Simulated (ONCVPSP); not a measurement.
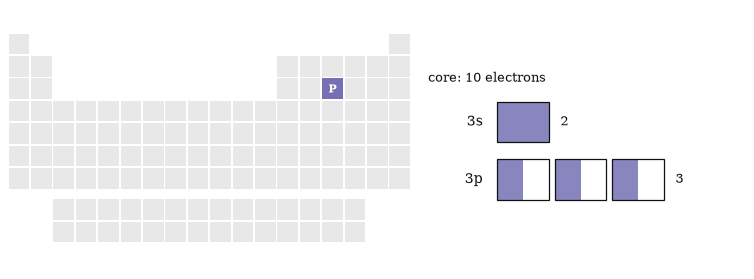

Figure 1. Left, the place of phosphorus in the periodic table; right, the valence shells of the reference configuration: a box for each of the 2l + 1 orbitals, shaded by the share of the shell that is filled, with the electron count at the right.

Run report: P, pseudopotential generation

System: phosphorus (P, Z = 15), core [Ne], reference valence 3s2 3p3, valence charge 5.
Method: ONCV potential, LDA (Perdew-Wang 92), scalar-relativistic, made with ONCVPSP 4.0.1.

**Results in brief**

- outcome: generated
- cutoffs needed: 16 Ha and 66 Ha (the cutoffs at which the residual kinetic energy of the hardest occupied pseudo-wave falls to 1 and 0.1 mHa per electron)
- ghost test: no bound ghost flagged; no localised positive-energy state flagged
- largest excitation error: -45 meV (all-electron minus pseudo) for 3s2 3p0, out of 4 test configurations
- rms error of d²Exc/dni dnj: 3.46 mHa without and 1.55 mHa with the model core
- range over which the phases arctan(r R′/R) at the test radius agree within 0.05 rad (a looser test near the poles than one of phase shifts): s: up to about 1.8 Ha; p: over the whole range computed; d: not judged, local potential alone; f: not judged, local potential alone
- hardware: 1 CPU thread, shared host
- wall time: 1.6 s

**Notes**

The scattering phases part by more than π/2 and stay apart in s from about 3.2 Ha: a level there is either far displaced or one that only the pseudo-atom has.

**Input**
```
# ATOM AND REFERENCE CONFIGURATION
# atsym  z   nc   nv     iexc    psfile
  P 15.00    3    2  -001012      upf
#
#   n    l    f
    1    0    2.00
    2    0    2.00
    2    1    6.00
    3    0    2.00
    3    1    3.00
#
# PSEUDOPOTENTIAL AND OPTIMIZATION
# lmax
    1
#
#   l,   rc,      ep,       ncon, nbas, qcut
    0    1.65    0.00    5    9    4.10
    1    1.65    0.00    4    7    4.00
#
# LOCAL POTENTIAL
# lloc, lpopt,  rc(5),   dvloc0
    4    5    1.60    1.00
#
# VANDERBILT-KLEINMAN-BYLANDER PROJECTORs
# l, nproj, debl
    0    1    1.80
    1    2    3.60
#
# MODEL CORE CHARGE
# icmod, fcfact, rcfact
    3    3.00    1.75
#
# LOG DERIVATIVE ANALYSIS
# epsh1, epsh2, depsh
   -2.00    5.00    0.02
#
# OUTPUT GRID
# rlmax, drl
    6.00    0.01
#
# TEST CONFIGURATIONS
# ncnf
    4
# nvcnf
#   n    l    f
    2
    3    0    2.00
    3    1    2.00
#
    2
    3    0    2.00
    3    1    1.00
#
    2
    3    0    2.00
    3    1    0.00
#
    2
    3    0    1.00
    3    1    3.00
#
```

Command:
```bash
oncvpsp.x < P.dat > P.out
```

**Output (extracts)**
```
ONCVPSP  (Optimized Norm-Conservinng Vanderbilt PSeudopotential)
scalar-relativistic version 4.0.1

#   n    l    f        energy (Ha)
    1    0    2.00    -7.6293864E+01
    2    0    2.00    -6.3630301E+00
    2    1    6.00    -4.5759359E+00
    3    0    2.00    -5.1509877E-01
    3    1    3.00    -2.0567720E-01

Reference configufation results
  iterations    23
  all-electron total energy (Ha)   -3.40788524D+02

Begin loop to  construct optimized pseudo wave functions
and semi-local pseudopoentials for all angular momenta

Calculating optimized projector #   1

 for l=   0

    Fraction of norm inside rc  0.420680
    Optimizing pswf for qcut=   4.09 a_B^-1,  ecut=   8.36 Ha
    Residual kinetic energy error=  3.13D-03 Ha

    Energy error per electron        Cutoff
         Ha          eV             Ha
         0.01000     0.27211        6.52
         0.00100     0.02721       16.06
         0.00010     0.00272       65.78
         0.00001     0.00027       80.60

   Wellstate for l =  1  n =  5
     eigenvalue =   3.3943
     asymptotic potential =   3.8943
     half-point radius =  3.0520

Calculating optimized projector #   1

 for l=   1

    Fraction of norm inside rc  0.261623
    Optimizing pswf for qcut=   3.99 a_B^-1,  ecut=   7.95 Ha
    Residual kinetic energy error=  3.29D-04 Ha

    Energy error per electron        Cutoff
         Ha          eV             Ha
         0.01000     0.27211        3.07
         0.00100     0.02721        4.59
         0.00010     0.00272       18.28
         0.00001     0.00027       44.70

Calculating optimized projector #   2

 for l=   1

    Fraction of norm inside rc  0.121703
    Optimizing pswf for qcut=   3.99 a_B^-1,  ecut=   7.95 Ha
    Residual kinetic energy error=  6.78D-03 Ha

    Energy error per electron        Cutoff
         Ha          eV             Ha
         0.01000     0.27211        7.52
         0.00100     0.02721       13.56
         0.00010     0.00272       49.61
         0.00001     0.00027       75.54

Construct Vanderbilt / Kleinmman-Bylander projectors

B matrix Hermiticity error, ll=   1
   1   2   -1.5848E-04

  Orthonormal projector coefficients  1.8007E+00  3.0399E-01

Model core correction analysis
  based on d2Exc/dn_idn_j

d2excae - all-electron derivatives

   -3.382172D-02   -2.742745D-02
   -2.742857D-02   -2.592265D-02

d2excps - pseudofunction derivatives with no core correction

   -3.884864D-02   -3.051937D-02
   -3.052161D-02   -2.778772D-02

rms 2nd derivative error    3.459597E-03

rmatch, rhocmatch    1.0471    1.1761

Teter function model core charge with specified parameters

d2excps - pseudofunction derivatives with core correction

   -3.166460D-02   -2.601957D-02
   -2.601994D-02   -2.491497D-02

rms 2nd derivative error    1.552010E-03

Pseudoatom total energy   -6.508115

Diagnostic tests using Vanderbilt-Kleinman-Bylander pseudopotentials
  1 or more projectors used as specified by nproj input data

   l    rcore       rmatch      e in        delta e   norm test  slope test

   0   1.6596935   1.7100854  -0.5150988  -0.0000034   0.9999994   1.0000226

   1   1.6596935   1.7100854  -0.2056772   0.0000005   1.0000219   0.9999995
   1   1.6596935   1.7100854   3.3943228   0.0000262   1.0001894   1.0001894

 Testing for bound ghosts
   n   l    E NL Schr. Eq   E Basis Diag.   E Cutoff

   1   0       -0.515102       -0.510890     94.71

   2   1       -0.205677       -0.185932     80.04

 Testing for highly-localized positive-energy ghosts
       l    <radius>/rc     E Basis Diag.   E Cutoff

Test configuration 0

   n   l     f        eae           eps        diff
   1   0  2.0000  -76.29386425
   2   0  2.0000   -6.36303011
   2   1  6.0000   -4.57593588
   3   0  2.0000   -0.51509877   -0.51510220   -3.43D-06
   3   1  3.0000   -0.20567720   -0.20567675    4.54D-07

    Total energies and differences
      AE_ref= -3.40788524D+02  AE_tst= -3.40788524D+02  dif=  0.00D+00
      PS_ref= -6.50811476D+00  PS_tst= -6.50811476D+00  dif= -1.78D-15
      PSP excitation error=  1.78D-15

Test configuration 1

   n   l     f        eae           eps        diff
   1   0  2.0000  -76.69251467
   2   0  2.0000   -6.75345393
   2   1  6.0000   -4.96718825
   3   0  2.0000   -0.85702788   -0.85725636   -2.28D-04
   3   1  2.0000   -0.52553780   -0.52568948   -1.52D-04

    Total energies and differences
      AE_ref= -3.40788524D+02  AE_tst= -3.40427834D+02  dif=  3.61D-01
      PS_ref= -6.50811476D+00  PS_tst= -6.14734358D+00  dif=  3.61D-01
      PSP excitation error= -8.09D-05

Test configuration 2

   n   l     f        eae           eps        diff
   1   0  2.0000  -77.18409326
   2   0  2.0000   -7.22761437
   2   1  6.0000   -5.44299769
   3   0  2.0000   -1.24992856   -1.25086624   -9.38D-04
   3   1  1.0000   -0.89633635   -0.89693753   -6.01D-04

    Total energies and differences
      AE_ref= -3.40788524D+02  AE_tst= -3.39720632D+02  dif=  1.07D+00
      PS_ref= -6.50811476D+00  PS_tst= -5.43976251D+00  dif=  1.07D+00
      PSP excitation error= -4.61D-04

Test configuration 3

   n   l     f        eae           eps        diff
   1   0  2.0000  -77.75925623
   2   0  2.0000   -7.77448493
   2   1  6.0000   -5.99247477
   3   0  2.0000   -1.68103356   -1.68391451   -2.88D-03

    Total energies and differences
      AE_ref= -3.40788524D+02  AE_tst= -3.38622218D+02  dif=  2.17D+00
      PS_ref= -6.50811476D+00  PS_tst= -4.34016747D+00  dif=  2.17D+00
      PSP excitation error= -1.64D-03

Test configuration 4

   n   l     f        eae           eps        diff
   1   0  2.0000  -76.74569120
   2   0  2.0000   -6.80618468
   2   1  6.0000   -5.01918296
   3   0  1.0000   -0.88246266   -0.88302205   -5.59D-04
   3   1  3.0000   -0.54708444   -0.54740533   -3.21D-04

    Total energies and differences
      AE_ref= -3.40788524D+02  AE_tst= -3.40094382D+02  dif=  6.94D-01
      PS_ref= -6.50811476D+00  PS_tst= -5.81373162D+00  dif=  6.94D-01
      PSP excitation error= -2.41D-04
```

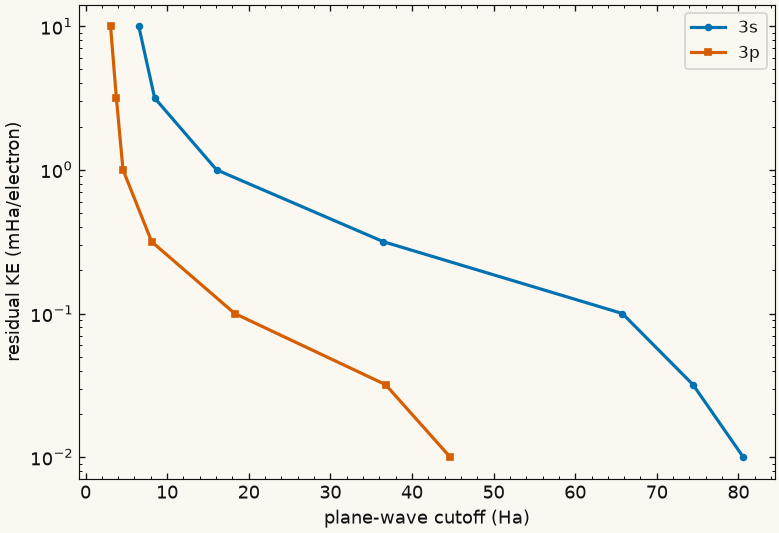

Figure 2. Residual kinetic energy of the pseudo-waves (the first of each channel, and further valence shells) beyond the plane-wave cutoff, as the generator prints it.

- Cutoffs for 1 mHa per electron: 3s: 16 Ha; 3p: 4.6 Ha.
- Hardest wave at 1 mHa per electron: 3s, with rc = 1.65 bohr and qcut = 4.1 1/bohr. The optimisation minimises, but can't always remove, the kinetic energy above qcut²/2 = 8.4 Ha, and a larger rc would as a rule soften the wave at some cost in transferability.
- Cutoffs for the occupied states: 16 Ha for 1 mHa and 66 Ha for 0.1 mHa per electron. The first is set by 3s.

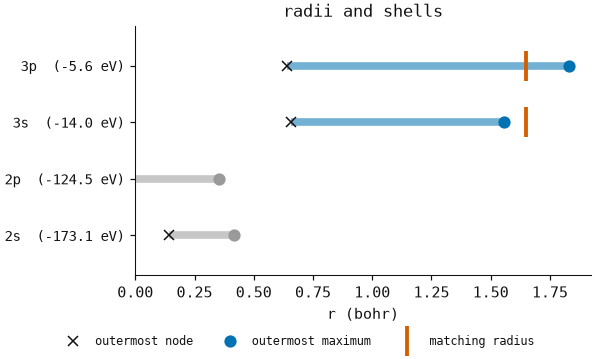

Figure 3. Outer shells of the all-electron reference atom: each bar runs from the outermost node (or the nucleus) to the outermost maximum of u(r); the tick is the radius chosen for the pseudo-wave. Shells without a tick have no pseudo-wave of their own. Levels, nodes and maxima are from ld1.x, scalar-relativistic.

- Radii against the shells: 3s: 1.65 bohr, outside the maximum; 3p: 1.65 bohr, between node and maximum.

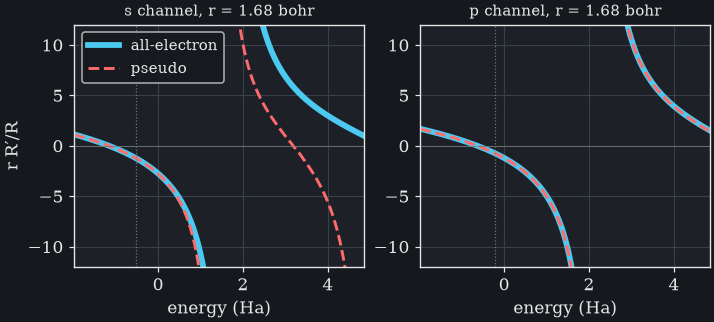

Figure 4. Logarithmic derivatives r R′/R at the test radius against energy, all-electron atom (solid) and pseudo-atom (dashed). Here R(r) is the radial function. The dotted line marks the reference energy of the channel. Not drawn: d: not judged; f: not judged.

- Zeros of the logarithmic derivative: s: all-electron -1.2 Ha, pseudo -1.2 and 3.2 Ha; p: all-electron -0.6 Ha, pseudo -0.6 Ha.
- Poles, where the radial function vanishes at the test radius: s: all-electron at 1.7 Ha, pseudo at 1.4 Ha; p: all-electron at 2.2 Ha, pseudo at 2.2 Ha.

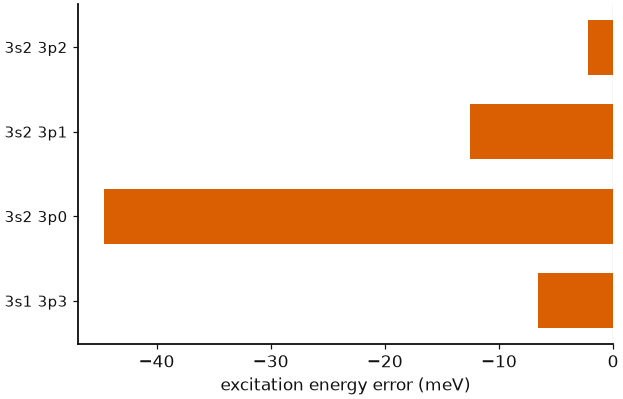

Figure 5. Errors, all-electron minus pseudo, of the energies of valence configurations relative to the unpolarised reference 3s2 3p3.

- Worst configuration: 3s2 3p0 (charge +3): the error is -45 meV on an all-electron energy of +58.95 eV relative to the reference, or 0.076 %.
- Configurations within 10 meV and within 50 meV: 2 and 4 of 4.
